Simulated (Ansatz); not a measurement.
# Two runs on TiH2Cl2

System: TiH2Cl2.
Method of run 1: RKS PBE-QIDH/6-31G (Ansatz 0.2.0).

The geometry comes from this level: r2SCAN-D4/def2-TZVP. Text and figures count atoms from 1; the logs count them from 0 in places.

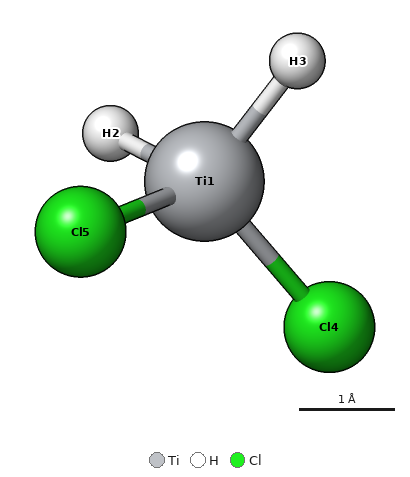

Fig. 1: The structure as given in the input (ball-and-stick view, seen at a tilt; atoms are numbered from 1 in the order of the input). Sticks mark near contacts. Bond lengths as drawn: Cl–Ti 2.17 Å and H–Ti 1.69 Å.

## Input, run 1
```yaml
crystal:
  periodic: [false, false, false]
  atoms:
    - {symbol: Ti, position_ang: [0.050630, -0.000182, 0.035429]}
    - {symbol: H, position_ang: [0.044602, -0.015654, 1.722596]}
    - {symbol: H, position_ang: [1.633574, 0.009535, -0.548516]}
    - {symbol: Cl, position_ang: [-0.869550, 1.861285, -0.587740]}
    - {symbol: Cl, position_ang: [-0.859276, -1.854984, -0.621768]}
basis:
  gaussian: {orbitals: 6-31G}
hamiltonian: {xc: {name: PBE-QIDH}}
scf: {omitted_lower_state_checks: [starts]}
output: {forces: true}
```

Launched with:
```bash
ansatz run in.yaml --threads 4 --pin off --events-out ev --progress --plain --max-ram 3916MiB
```

Hardware: 4 threads of Arm Neoverse V2, 23 GiB of memory available, shared host.

## Output (run 1)
```
Functional definition: PBE-QIDH
  parameter a = 3^(-1/3)
  parameter c = 1/3
  exchange = (1 - a)*pbe_x + a*exact_x
  correlation = (1 - c)*pbe_c + c*(mp2_os + mp2_ss)
these checks for a lower state are left out or cut short: starts
748 factors; integrals over basis functions are off by at most 2.6e-4 eV
mean field evaluation 1: about -48155.2109 eV, gradient 3.8e1 eV
mean field evaluation 2: about -48155.2130 eV, gradient 3.8e1 eV
mean field evaluation 4: about -48159.5692 eV, gradient 2.6e1 eV
mean field evaluation 8: about -48161.3404 eV, gradient 5.0e-1 eV
mean field evaluation 16: about -48161.3421 eV, gradient 4.4e-5 eV
mean field -48161.34214443 eV, -1769.8966788775 hartree, gradient 1.7e-6 eV, S^2 0.000000; 0 other end points of the search recorded, 0 dependent functions left out
15 core orbitals not correlated: weight in the atoms' cores, before any rotation towards them, 1.000 or more for the frozen orbitals, at most 0.000 for the correlated occupied ones
reference -48161.34216943 eV, -1769.8966797964 hartree; 14, 14 occupied and 30, 30 virtual orbitals, 748 factors
second order -11.35895886 eV of doubles, -0.00000000 eV of singles
the calculation of the forces begins
Total energy: -48165.12848905 eV, -1770.0358244760 hartree
Atom 0 at     0.050630    -0.000182     0.035429 Å, force     0.343856    -0.001265     0.240585 eV/Å
Atom 1 at     0.044602    -0.015654     1.722596 Å, force     0.028296    -0.000183     0.029129 eV/Å
Atom 2 at     1.633574     0.009535    -0.548516 Å, force     0.037092    -0.000044     0.016592 eV/Å
Atom 3 at    -0.869550     1.861285    -0.587740 Å, force    -0.205980     0.492593    -0.138648 eV/Å
Atom 4 at    -0.859276    -1.854984    -0.621768 Å, force    -0.203264    -0.491101    -0.147658 eV/Å
Dipole moment:     0.138494    -0.000503     0.096896 e Å
Checks for a lower state left out: starts
```

The input of run 2 differs as follows (lines with − go, lines with + come):
```diff
-  gaussian: {orbitals: 6-31G}
-hamiltonian: {xc: {name: PBE-QIDH}}
+  gaussian: {orbitals: "6-31G*"}
+hamiltonian: {xc: {name: B2GP-PLYP}}
```

How does run 2 compare with run 1?

The total energies belong to different models, so their difference says nothing on which is more stable or more accurate. The largest force goes from 0.552 to 0.250 eV/Å. The dipole moment goes from 0.81 to 0.37 D. The functional changes from PBE-QIDH to B2GP-PLYP. The basis functions go from 57 to 74.

## Output (run 2)
```
Functional definition: B2GP-PLYP
  parameter a = 0.65
  parameter c = 0.36
  exchange = (1 - a)*b88_x + a*exact_x
  correlation = (1 - c)*lyp_c + c*(mp2_os + mp2_ss)
these checks for a lower state are left out or cut short: starts
760 factors; integrals over basis functions are off by at most 7.6e-4 eV
mean field evaluation 1: about -48161.3204 eV, gradient 3.9e1 eV
mean field evaluation 2: about -48161.3410 eV, gradient 3.9e1 eV
mean field evaluation 4: about -48165.4616 eV, gradient 2.5e1 eV
mean field evaluation 8: about -48167.0188 eV, gradient 7.5e-1 eV
mean field evaluation 16: about -48167.0218 eV, gradient 6.8e-4 eV
mean field -48167.02183919 eV, -1770.1054038102 hartree, gradient 3.2e-6 eV, S^2 0.000000; 0 other end points of the search recorded, 0 dependent functions left out
15 core orbitals not correlated: weight in the atoms' cores, before any rotation towards them, 1.000 or more for the frozen orbitals, at most 0.000 for the correlated occupied ones
reference -48167.02198028 eV, -1770.1054089952 hartree; 14, 14 occupied and 49, 49 virtual orbitals, 760 factors
second order -18.87351504 eV of doubles, -0.00000000 eV of singles
the calculation of the forces begins
Total energy: -48173.81644569 eV, -1770.3551009937 hartree
Atom 0 at     0.050630    -0.000182     0.035429 Å, force    -0.204884     0.000732    -0.143326 eV/Å
Atom 1 at     0.044602    -0.015654     1.722596 Å, force     0.042653    -0.000511     0.069293 eV/Å
Atom 2 at     1.633574     0.009535    -0.548516 Å, force     0.079745     0.000076     0.016314 eV/Å
Atom 3 at    -0.869550     1.861285    -0.587740 Å, force     0.041326    -0.029707     0.028590 eV/Å
Atom 4 at    -0.859276    -1.854984    -0.621768 Å, force     0.041159     0.029409     0.029129 eV/Å
Dipole moment:     0.062472    -0.000226     0.043709 e Å
Checks for a lower state left out: starts
```

## The two runs side by side

```tsv
quantity	run 1	run 2
outcome	converged	converged
total energy (hartree)	−1770.035824	−1770.355101
dipole moment (D)	0.81	0.37
largest force (eV/Å)	0.552	0.250
basis functions	57	74
wall time (shared host)	1.8 s	2.3 s
```
